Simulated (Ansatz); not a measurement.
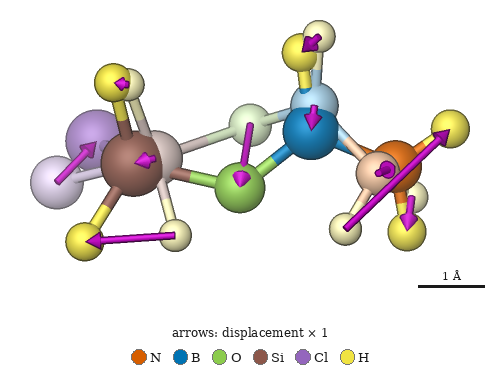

This is a relaxation of BSiNH₅OCl (coarse preliminary run). The starting structure is drawn faded, the final one solid; purple arrows show the displacements, at their true length. The two geometries are superimposed by the best rigid fit.

The picture is a ball-and-stick view, seen at a tilt.

The start comes from a force field.

Computed with RKS PBE-D4/def2-SVP in Ansatz.

Input file:
```yaml
crystal:
  periodic: [false, false, false]
  atoms:
    - {symbol: N, position_ang: [-0.216600, 1.253900, 1.533500]}
    - {symbol: B, position_ang: [-0.577500, -0.107400, 1.018500]}
    - {symbol: O, position_ang: [-1.015700, -0.318500, -0.383400]}
    - {symbol: Si, position_ang: [0.524500, -0.737700, -1.223900]}
    - {symbol: Cl, position_ang: [-0.025200, -1.139400, -3.239600]}
    - {symbol: H, position_ang: [0.529700, 1.681400, 0.950800]}
    - {symbol: H, position_ang: [-1.070600, 1.894000, 1.309500]}
    - {symbol: H, position_ang: [-0.539800, -0.991700, 1.773900]}
    - {symbol: H, position_ang: [1.425900, 0.373100, -1.126300]}
    - {symbol: H, position_ang: [1.048400, -1.958800, -0.610100]}
basis:
  gaussian: {orbitals: def2-SVP}
hamiltonian: {xc: pbe, dispersion: d4}
relax: {f_tol: 0.03, max_steps: 200}
```

Command:
```bash
ansatz run in.yaml --threads 4 --pin off --events-out ev --progress --plain --max-ram 10444MiB
```

**Which element moves most?**

Hydrogen: up to 2.34 Å, against 1.51 Å for oxygen.

**Describe the change and its energy.**

Over 29 accepted moves (33 points after the start) the energy falls by 2.044 eV. The largest force component goes from 3.5 to 0.0073 eV/Å. The line search rejected the trial steps at points 13, 16, 20, 32 of the run. The forces were under the threshold at step 31, but the run went on from there. H6 moves most after the best rigid fit: 2.34 Å. By element the largest moves are H 2.34 Å, O 1.51 Å, Cl 0.95 Å, N 0.53 Å, B 0.42 Å, Si 0.37 Å. Some distances before and after: O3–Si4 1.804 → 1.669 Å, N1–B2 1.500 → 1.402 Å, B2–O3 1.484 → 1.390 Å, N1–H7 1.091 → 1.021 Å. Among the angles between lasting bonds that change: B2–O3–Si4 102.8° → 129.0°, B2–N1–H7 105.9° → 122.6°, H6–N1–H7 101.9° → 114.7°. Groups turn about O3–Si4 by about 95°, B2–O3 by about 95°. The run took 44 s on 4 threads of Arm Neoverse V1, on a shared host.
